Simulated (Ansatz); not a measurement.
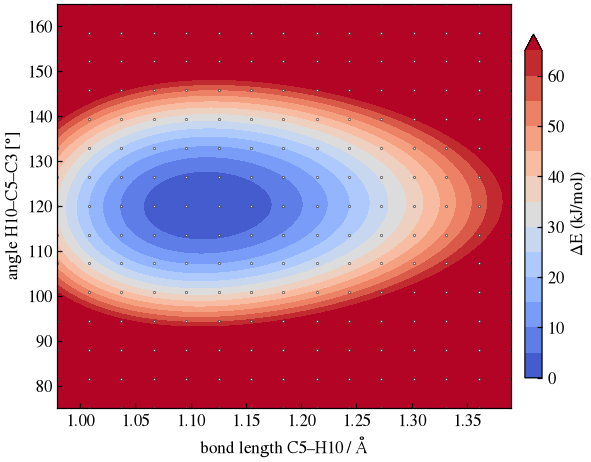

C₄H₅Cl, SMILES CC1=C(Cl)C1. The first coordinate is: bond length C5–H10; the second: angle H10–C5–C3. Nothing is relaxed (all other coordinates rigid). Grid: 15 × 15 points. Points are written as (first, second). Energies: kJ/mol, counted from the relaxed molecule at the same level. Method: Ansatz, RKS PBE-D4/def2-SVP.

Drawn: filled contours, dots at the grid points, one colour for all values above the top of the scale. Between grid points the surface is interpolated.

Question: Estimate the position of the minimum and the force constants in these coordinates.

Answer: The interpolated minimum is at bond length C5–H10 ≈ 1.112 Å, angle H10–C5–C3 ≈ 120.0°. The curvatures there are about 31 eV/Å² and 5.8 eV/rad², with a cross term of about −0.4 eV/(Å·rad). Round the minimum the two coordinates are nearly uncoupled. (1 eV is 96.5 kJ/mol.)
